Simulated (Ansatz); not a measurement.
## Electronic structure of C$_{3}$H$_{6}$Br (SMILES C[C+](C)Br) (charge +1) in real space

```xyz
10

C    -1.8768    0.7402   -0.0874
C    -0.5212    0.5369   -0.6166
C     0.4600    1.6297   -0.6606
Br   -0.0446   -1.1126   -1.2338
H    -2.4750    1.1498   -0.9261
H    -1.8822    1.5156    0.6884
H    -2.3665   -0.1761    0.2471
H     1.2568    1.4840   -1.3922
H    -0.0386    2.5989   -0.7840
H     0.9310    1.6595    0.3425
```

Geometry: B3LYP/6-31G*.

The calculation used isolated molecule in a Gaussian basis; Kohn-Sham density functional theory, functional PBE0 in Ansatz.

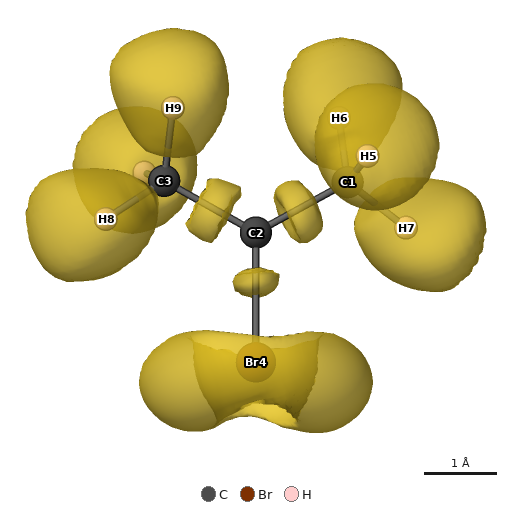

Figure 1. Isosurface of the ELF at 0.8 (yellow), seen across its widest extent. Only the valence region is drawn (cores and ρ < 0.01 e/Å³ removed).

Identify the bonds, lone pairs and shells in this picture.

Answer. At this value the surface marks out one region between bonded Br–C atoms (shared pairs), two regions between bonded C–C atoms (shared pairs), six regions around hydrogen nuclei and one ring or bowl of non-bonding electrons around Br.


C–C (1.47 Å): the ELF peaks at about 0.95 between the atoms (localised, covalent bonding). C–Br (1.82 Å): the ELF peaks at about 0.90 between the atoms: localised, covalent bonding.

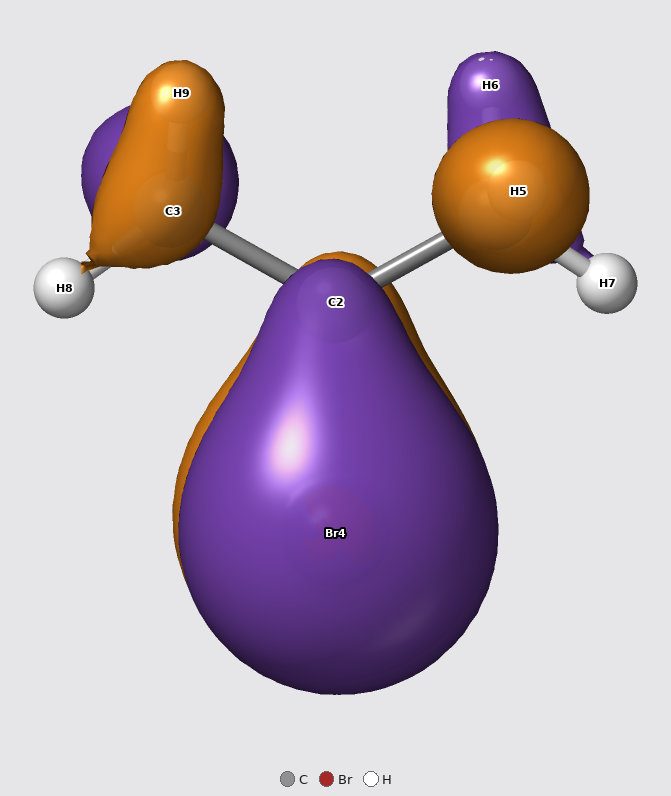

Figure 2. The HOMO−1 at ±0.1 Å⁻³ᐟ² (orange and purple are the two phases), seen across its widest extent.

Describe this orbital and give its energy.

Answer. It lies mainly on Br4 (about 75 %) and C2 (about 10 %); largely a lone pair of Br4. Its energy is −15.07 eV.

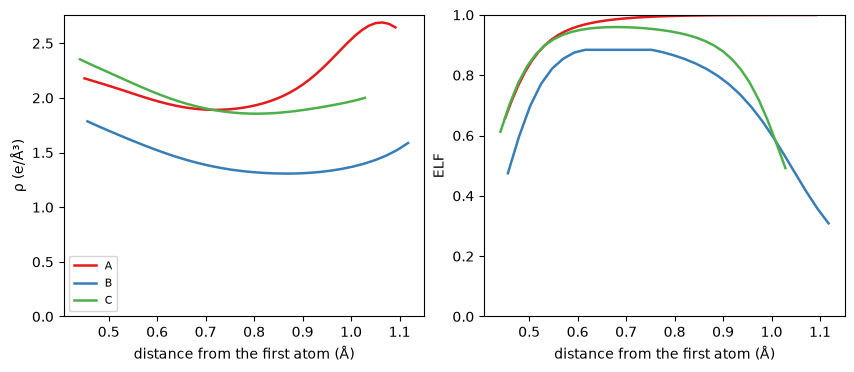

Figure 3. Electron density and ELF along straight lines between neighbouring atoms. The curves leave out the atomic cores.

Which curve belongs to which contact (C–Br, C–C and C–H)? The first atom named is at distance zero.

Answer. Curve A: C–H (1.09 Å): the density is about 2 e/Å³ at the midpoint; the ELF climbs to about 1 towards the hydrogen, as it does in any bond to H (a covalent bond by its length). Curve B: C–Br (1.82 Å): the density is about 1.3 e/Å³ at the midpoint; the ELF peaks at about 0.90 between the atoms, as expected for localised, covalent bonding. Curve C: C–C (1.47 Å): ρ at the midpoint is about 1.9 e/Å³; the ELF peaks at about 0.95 between the atoms: localised, covalent bonding.

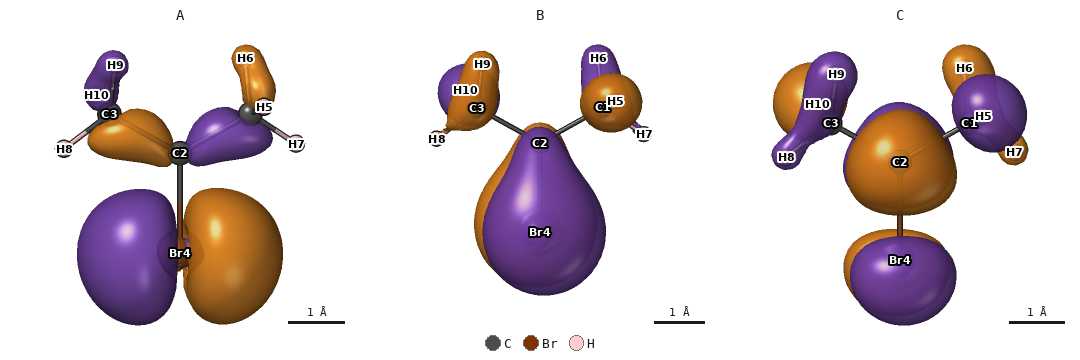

Figure 4. Three frontier orbitals at ±0.1 Å⁻³ᐟ² (orange and purple are the two phases), in no order.

Which picture is the HOMO−1, the HOMO and the LUMO?

Answer. B is the HOMO−1 (−15.07 eV). Its weight (Hirshfeld) is mainly on Br4 (about 75 %) and C2 (about 10 %); largely a lone pair of Br4. A is the HOMO (−14.26 eV). It lies mainly on Br4 (about 85 %); largely a lone pair of Br4. C is the LUMO (−9.01 eV). It lies mainly on C2 (about 45 %), Br4 (about 25 %), C1 (about 10 %) and C3 (about 10 %).

What is the HOMO–LUMO gap?

Answer. 5.25 eV between the orbital energies.
